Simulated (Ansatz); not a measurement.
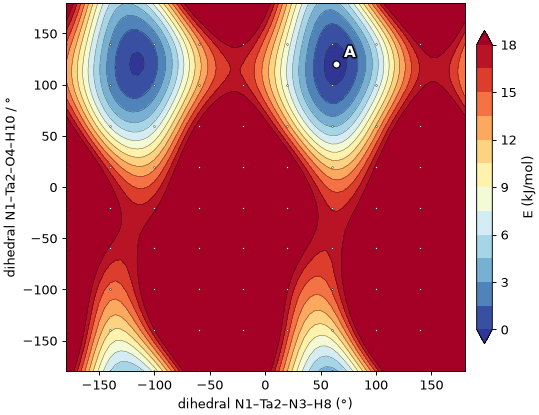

H₅N₂OSTa, SMILES [NH2][Ta]([NH2])([OH])=[S]. 
- First axis: dihedral N1–Ta2–N3–H8. Second axis: dihedral N1–Ta2–O4–H10.
- Nothing is relaxed (all other coordinates rigid).
- Grid: 9 × 9 points.
- Energies: kJ/mol, counted from the lowest grid point.
- Computed with RKS PBE-D4/def2-SVP (Ansatz).

In the figure: filled contours, dots at the grid points, one colour for all values above the top of the scale, the well A. Between grid points the surface is interpolated.

### Estimate the position of the minimum and the force constants in these coordinates. Take the well at A.

The interpolated minimum is at dihedral N1–Ta2–N3–H8 ≈ 64°, dihedral N1–Ta2–O4–H10 ≈ 120°. The curvatures there are about 0.36 eV/rad² and 0.093 eV/rad², with a cross term of about −0.01 eV/rad². Round the minimum the two coordinates are weakly coupled (coupling −0.05 in units of the two stiffnesses). (1 eV is 96.5 kJ/mol.)
